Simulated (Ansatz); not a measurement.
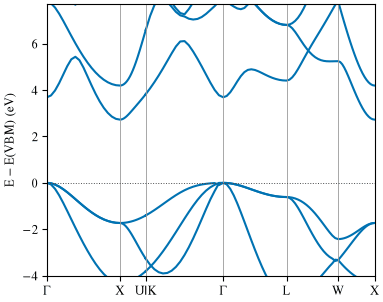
Figure. Band structure from DFT-PBEsol in the program Ansatz with PAW potentials

### Question
Read off the gap and where the band edges lie.

### Answer
About 2.7 eV (2.73 eV by a search for the band edges); maximum at Γ, minimum at X.

The material is MgS (rock salt, Fm-3m).

The cell was relaxed with PBEsol under the symmetry of its start.

Potentials: the later of the program's two PAW sets.
